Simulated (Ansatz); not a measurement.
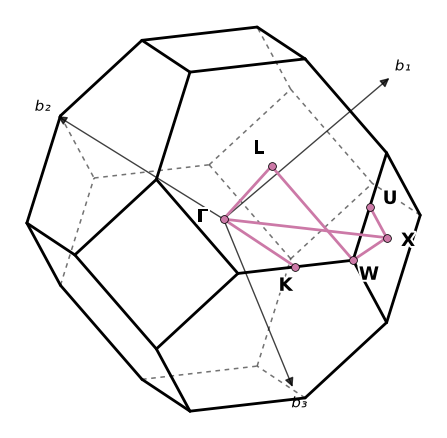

The figure shows the first Brillouin zone with its special points and a band path. Crystal: MgO, the input geometry of an electronic-structure calculation (not necessarily at equilibrium). Symmetry computed with spglib at a tolerance of 0.002 Å; standard conventional cell.

Labels and path follow the convention of Hinuma et al. (2017), as computed by seekpath; the arrows show the directions of the reciprocal primitive vectors b₁, b₂, b₃.

Name the Bravais lattice of the crystal.

A face-centred cubic lattice (cF; extended symbol cF2). The zone is a truncated octahedron in its combinatorial type: 14 faces (6 with 4 edges, 8 with 6 edges), 36 edges, 24 vertices.

In which order does the conventional band path visit the special points?

Γ–X–U | K–Γ–L–W–X
